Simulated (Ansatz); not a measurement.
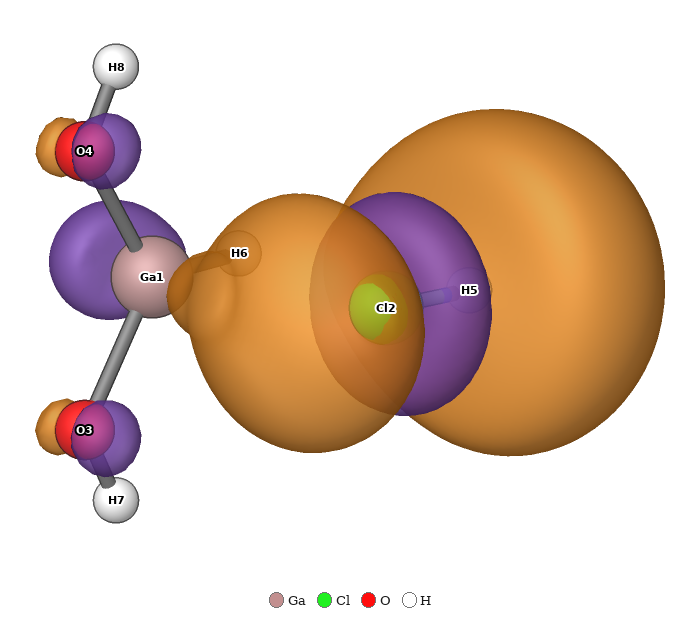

GaH₃O₂···HCl. One frontier orbital at ±0.08 Å⁻³ᐟ² (orange and purple are the two phases), seen at a tilt.

The product side of a reaction path; geometry: PBE0-D4/def2-TZVP.

These are results of Ansatz 0.2.0, RKS PBE0-D4/def2-TZVPP, not measurements.

```xyz
8

Ga   -0.6039    0.3328   -0.0703
Cl    1.9910   -1.0081    0.2804
O    -0.5567    0.2858   -1.8518
O    -1.5624   -1.0276    0.5690
H     2.5434   -0.1033    1.0004
H    -0.0935    1.5295    0.7911
H    -0.0765    1.0174   -2.2427
H    -1.6414   -1.0265    1.5242
```

Question: Which orbital is it: HOMO or LUMO?

Answer: The LUMO, at −0.31 eV. Its weight (Hirshfeld) is mainly on H5 (about 45 %), Cl2 (about 40 %) and Ga1 (about 10 %).
